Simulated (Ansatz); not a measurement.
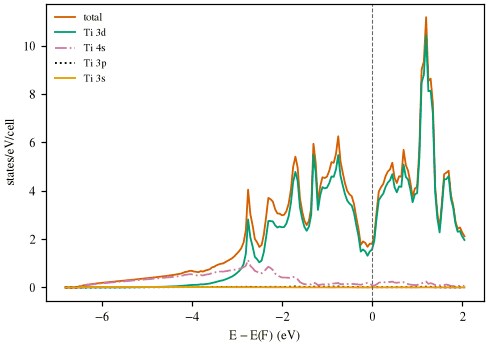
Total and projected density of states of Ti in space group P6/mmm (No. 191; Ti on 1a, Ti on 2d), DFT-r²SCAN in the program Ansatz with PAW potentials

Problem. Which orbitals carry the states next to the Fermi level?

Solution. Within 0.5 eV of the Fermi level: Ti 3d 89 %, Ti 4s 5 %, outside the projected shells 5 %. Projections are on Löwdin-orthogonalised atomic valence shells; empty p or d shells of many metals are not among them.

Problem. Where is the tallest occupied peak in this window, and what makes it?

Solution. Near -0.8 eV, about 6.3 states/eV per cell; the largest projected share is Ti 3d.

This is a known high-pressure phase of the composition, computed here at zero pressure and temperature. The r²SCAN relaxation kept the symmetry of its start; its stability against distortions is not shown here. No spin polarisation was allowed.

Potentials: the earlier of the program's two PAW sets.
